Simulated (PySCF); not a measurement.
**quartet PH2: levels of theory compared**

Aim: a comparison of 6 runs (UM06-2X/6-31G, USVWN5/6-31G, NEVPT2(5,5)/6-31G, NEVPT2(7,6)/6-31G, UCISD/6-31G, UCCSD(T)/6-31G) of quartet PH2. 

Program for the calculation: PySCF 2.14.0.

13 further runs of the same task are left out: 2 that didn't finish, 11 set aside as unsound or not needed.

## Step 1: Starting point

PH2: 3 atoms, total charge 0, spin state quartet. As SMILES of the parent species, `[PH2]`. The shape is that of a GFN2-xTB optimisation. That shape belongs to the parent species and isn't relaxed for this state.

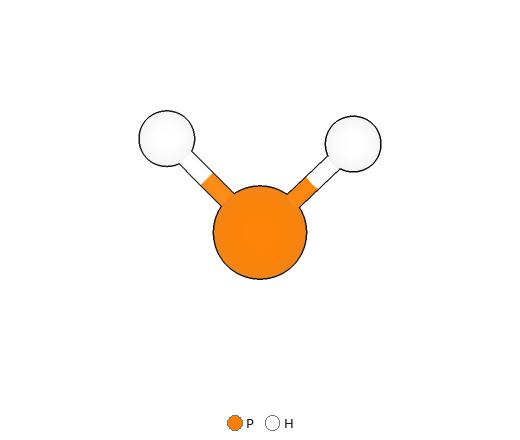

The structure, seen from a chosen angle (phosphorus orange, hydrogen white).

## Step 2: A single-point energy at UM06-2X/6-31G (run 1)

The input, run.py:

```python
from pyscf import gto, dft

molecule = gto.Mole()
molecule.atom = '''
P      0.514470    -0.302750     0.252680
H      0.111510     1.027360     0.172420
H     -0.625980    -0.724620    -0.425100
'''
molecule.spin = 3
molecule.basis = '6-31g'
molecule.max_memory = 1860
molecule.charge = 0
molecule.verbose = 4
molecule.build()

mf = dft.UKS(molecule, xc='m06-2x')
mf.grids.level = 5
mf.conv_tol = 1e-10
mf.kernel()
if not mf.converged:
    mf = mf.newton().run(mf.mo_coeff, mf.mo_occ)

etot = mf.e_tot
print(f'total energy: {etot:.8f} hartree')
```

On the command line:

```sh
$ OMP_NUM_THREADS=1 python run.py
```

The program printed:

```text
PySCF version 2.14.0

[INPUT] num. atoms = 3
[INPUT] num. electrons = 17
[INPUT] charge = 0
[INPUT] spin (= nelec alpha-beta = 2S) = 3
[INPUT] symmetry False subgroup None
[INPUT] Mole.unit = angstrom
[INPUT] Symbol           X                Y                Z      unit          X                Y                Z       unit  Magmom
[INPUT]  1 P      0.514470000000  -0.302750000000   0.252680000000 AA    0.972207399305  -0.572114584212   0.477495997155 Bohr   0.0
[INPUT]  2 H      0.111510000000   1.027360000000   0.172420000000 AA    0.210723360150   1.941429031333   0.325826578398 Bohr   0.0
[INPUT]  3 H     -0.625980000000  -0.724620000000  -0.425100000000 AA   -1.182930759455  -1.369333344382  -0.803322575553 Bohr   0.0

nuclear repulsion = 11.6692711396351
number of shells = 11
number of NR pGTOs = 54
number of NR cGTOs = 17
basis = 6-31g
ecp = {}

[... 35 lines left out ...]
[... the frontier-level lines of each cycle are left out ...]
[... 5 lines left out ...]
[... 5 lines left out ...]
[... 5 lines left out ...]
[... 5 lines left out ...]
[... 5 lines left out ...]

cycle= 6 E= -342.163672006064  delta_E= -1.82e-07  |g|= 5.47e-05  |ddm|= 0.00131


cycle= 7 E= -342.163672011686  delta_E= -5.62e-09  |g|= 1.04e-05  |ddm|= 0.000198


cycle= 8 E= -342.163672011851  delta_E= -1.65e-10  |g|= 1.11e-06  |ddm|= 4.29e-05


cycle= 9 E= -342.163672011854  delta_E= -2.79e-12  |g|= 2.03e-07  |ddm|= 7.39e-06


Extra cycle  E= -342.163672011854  delta_E= 1.14e-13  |g|= 1.4e-07  |ddm|= 2.96e-06
converged SCF energy = -342.163672011854  <S^2> = 3.7524212  2S+1 = 4.0012104
total energy: -342.16367201 hartree
```

It took 2.8 s on 1 thread of Intel Xeon Platinum 8488C (Sapphire Rapids), shared host; peak memory 0.19 GiB.

## Step 3: A single-point energy at USVWN5/6-31G (run 2)

The input, calc.py:

```python
from pyscf import gto, dft

mol = gto.Mole()
mol.atom = 'P 0.514470 -0.302750 0.252680; H 0.111510 1.027360 0.172420; H -0.625980 -0.724620 -0.425100'
mol.spin = 3
mol.basis = '6-31g'
mol.verbose = 3
mol.max_memory = 1860
mol.build()

calc0 = dft.UKS(mol, xc='svwn')
calc0.conv_tol = 1e-10
calc0.grids.level = 5
calc0.kernel()
if not calc0.converged:
    calc0 = calc0.newton().run(calc0.mo_coeff, calc0.mo_occ)

e_final = calc0.e_tot
print('E = %.10f Eh' % e_final)
```

On the command line:

```sh
$ OMP_NUM_THREADS=1 python calc.py
```

The program printed:

```text
WARN: HOMO 0.00171776552108549 >= LUMO -0.301915137348319

WARN: HOMO -0.0324085288124035 >= LUMO -0.276906403647617

WARN: HOMO -0.0245235549202398 >= LUMO -0.26082768353307

WARN: HOMO -0.0251545428136666 >= LUMO -0.262283747370511

WARN: HOMO -0.0253426647905234 >= LUMO -0.262242262696674

WARN: HOMO -0.0252854270716447 >= LUMO -0.262171244648871

WARN: HOMO -0.0252875213423706 >= LUMO -0.262176539869042

WARN: HOMO -0.02528756814671 >= LUMO -0.262176771072118

WARN: HOMO -0.0252874394272722 >= LUMO -0.262176680634074

WARN: HOMO -0.025287436294179 >= LUMO -0.262176668878103

converged SCF energy = -340.903581622026  <S^2> = 3.750376  2S+1 = 4.000188
E = -340.9035816220 Eh
```

Run time: 1.4 s. Hardware: 1 thread of Intel Xeon Platinum 8488C (Sapphire Rapids), shared host; peak memory 0.13 GiB.

Runs 3 to 5 aren't shown in full; the table further down has their settings and results.

## Step 4: A single-point energy at UCCSD(T)/6-31G (run 6)

The input, calc.py:

```python
from pyscf import gto, cc

system = gto.M(
    atom='''
P        0.514470      -0.302750       0.252680
H        0.111510       1.027360       0.172420
H       -0.625980      -0.724620      -0.425100
''',
    basis='6-31g',
    charge=0,
    spin=3,
    verbose=3,
    max_memory=1860,
)

mf = system.UHF()
mf.conv_tol = 1e-10
mf.kernel()
if not mf.converged:
    mf = mf.newton().run(mf.mo_coeff, mf.mo_occ)

mycc = cc.CCSD(mf, frozen=5)
mycc.kernel()
e_t = mycc.ccsd_t()
e_final = mycc.e_tot + e_t
print(f'total energy: {e_final:.8f} hartree')
```

On the command line:

```sh
$ OMP_NUM_THREADS=1 python calc.py
```

The program printed:

```text
WARN: HOMO 0.130046336935483 >= LUMO -0.325338633831701

converged SCF energy = -341.576119741279  <S^2> = 3.7525023  2S+1 = 4.001251
E(UCCSD) = -341.6287091888228  E_corr = -0.05258944754387387
UCCSD(T) correction = -0.000696090202775918
total energy: -341.62940528 hartree
```

Run time: 0.72 s. Hardware: 1 thread of Intel Xeon Platinum 8488C (Sapphire Rapids), shared host; peak memory 0.12 GiB.

## Step 5: Overview of the runs

| run | level | integration grid | active selection | energy (Eh) | dipole moment (D) of the reference | HOMO energy (eV) | ⟨S²⟩ | wall time |
| --- | --- | --- | --- | --- | --- | --- | --- | --- |
| 1 | UM06-2X/6-31G | 5 | – | -342.163672 | 0.08 | -2.33 | 3.752 | 2.8 s |
| 2 | USVWN5/6-31G | 5 | – | -340.903582 | 0.20 | -0.69 | 3.750 | 1.4 s |
| 3 | NEVPT2(5,5)/6-31G | – | mp2 natural orbitals | -341.623910 | 0.35 | – | – | 0.72 s |
| 4 | NEVPT2(7,6)/6-31G | – | mp2 natural orbitals | -341.624848 | 0.35 | – | – | 0.87 s |
| 5 | UCISD/6-31G | – | – | -341.627785 | 0.33 | -3.77 | 3.753 | 0.58 s |
| 6 | UCCSD(T)/6-31G | – | – | -341.629405 | 0.33 | -3.77 | 3.753 | 0.72 s |

## Step 6: Summary of results

```
                                                         quantity          value
                                              run 6: total energy  -341.62941 Eh
                      run 6: dipole moment (Hartree–Fock density)         0.33 D
run 6: HOMO energy (Hartree–Fock orbitals) (highest over α and β)       -3.77 eV
 run 6: LUMO energy (Hartree–Fock orbitals) (lowest over α and β)       -1.11 eV
               run 6: correlation energy (5 core orbitals frozen)      -53.3 mEh
                                            run 6: (T) correction      -0.70 mEh
                         run 6: ⟨S²⟩ of the reference determinant          3.753
                                             run 6: T1 diagnostic          0.010
```

What this shows: Totals of different functionals can't be ranked against each other. All runs together took 7.1 s, the longest 2.8 s.
